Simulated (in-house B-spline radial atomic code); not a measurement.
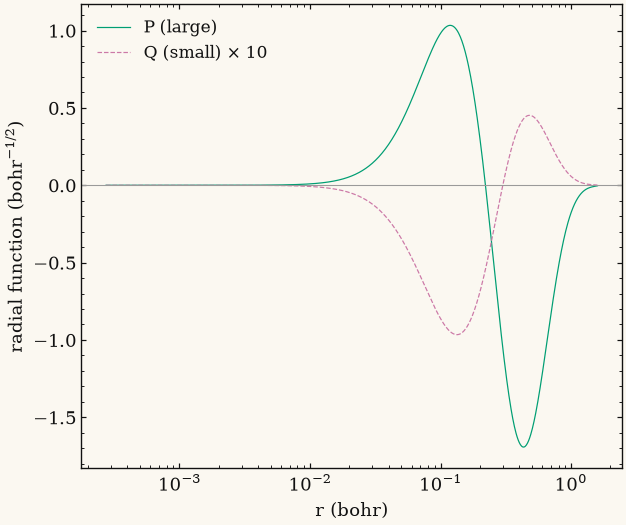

The Ta²⁹⁺ ion; electrons: [Kr] 4d8 (open shells shared over both j by 2j + 1). Level of theory: Dirac-Hartree-Fock, average of configuration, Fermi nucleus, basis-set limit. Computed with an in-house B-spline radial code.

The plot shows the large and small radial components of one occupied spinor.

Q: Which spinor (n, l, j) is it?

Answer: It is 4d5/2. The spinor has κ = −3: the large component has l = 2 and 1 radial node (r = 0.221 bohr), the small one has l = 3. The small component carries 0.18 % of the norm; ⟨r⟩ = 0.455 bohr and the eigenvalue is −1164 eV. The nodes of P give n − l − 1 and its extent picks the shell; Q has as many nodes as P for κ < 0 and one more for κ > 0.
